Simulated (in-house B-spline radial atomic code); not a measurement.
The Sn²⁺ ion in the configuration [Kr] 4d10 5s2. It is put inside a hard spherical wall of varying radius. Computed with an in-house B-spline radial code: scalar-relativistic (spin-free one-electron X2C) Hartree-Fock, spin-polarised, average of configuration, Fermi nucleus, hard spherical wall, basis-set limit. Wanted, and plotted below: the energy of other fillings against the starting one at the same radius, on a scale that is linear within ±10 eV and logarithmic beyond.

Against 4d10 5s2: 3d10 4s2 4p5 4d10 5s2 5d1 lies 111.3 eV above it at 8.56 bohr and never crosses it, ending at 409.1 eV at 1.41 bohr; 4d10 4f1 5s1 lies 21.2 eV above it at 8.56 bohr and crosses it between 2.21 and 1.69 bohr, ending at −137.1 eV at 1.41 bohr. At the tightest wall the lowest of the fillings run is 4d10 4f1 5s1; others weren't tried.

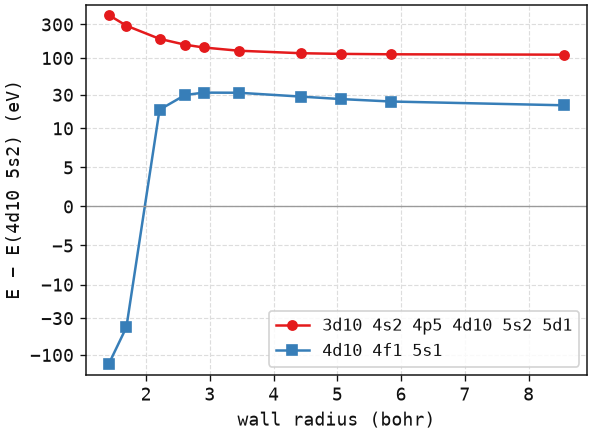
